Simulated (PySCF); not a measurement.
SMILES C(c1sc([SiH3])cc1)(C)(C)C (C8H14SSi) at its GFN2-xTB optimised geometry (Å):

```
24

C     -0.3945    -3.2022    -0.0783
C     -1.1397    -1.8684     0.0152
C     -1.9413    -1.8243     1.3232
C     -2.0979    -1.7389    -1.1756
C     -0.1731    -0.7183     0.0000
C      1.1880    -0.7183     0.0000
C      1.7462     0.5775     0.0000
C      0.8246     1.5816     0.0017
Si     1.0829     3.4351    -0.0055
S     -0.7764     0.9105     0.0026
H     -1.1098    -4.0215    -0.0869
H      0.2673    -3.3357     0.7741
H      0.1938    -3.2513    -0.9917
H     -2.6424    -2.6549     1.3633
H     -2.5001    -0.8937     1.3947
H     -1.2734    -1.8920     2.1796
H     -2.8064    -2.5642    -1.1799
H     -2.6532    -0.8054    -1.1175
H     -1.5433    -1.7526    -2.1117
H      1.7888    -1.6098    -0.0008
H      2.8064     0.7639    -0.0006
H      0.4039     4.0215     1.1517
H      0.5257     3.9973    -1.2380
H      2.5253     3.6672     0.0642
```

Computed with CAM-B3LYP/def2-SVP (PySCF). Cells within 0.4 Å of a nucleus heavier than hydrogen are left out (blank, or x).

Map of the electrostatic potential (hartree/e), clipped to [-0.08, 0.12] on the plane z = 0.0 Å:

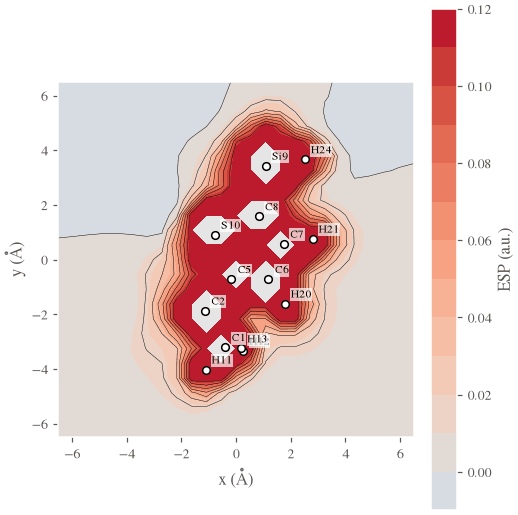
Electrostatic potential (hartree/e), clipped to [-0.08, 0.12] on the plane z = 0.0 Å.
